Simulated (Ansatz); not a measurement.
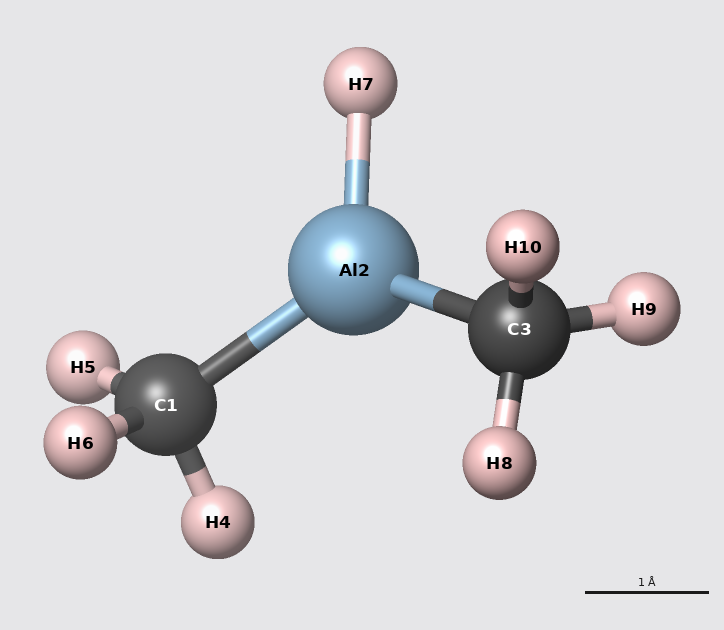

The picture comes from a calculation with Ansatz.

The atoms are numbered. Geometry: atoms displaced at random (about 0.06 Å) from a stationary point of PBE0-D4.

Give the bond lengths.

| bond | length (Å) |
| --- | --- |
| C1–Al2 | 1.923 |
| C1–H4 | 1.074 |
| C1–H5 | 1.005 |
| C1–H6 | 1.112 |
| Al2–C3 | 1.919 |
| Al2–H7 | 1.596 |
| C3–H8 | 1.152 |
| C3–H9 | 1.100 |
| C3–H10 | 1.099 |
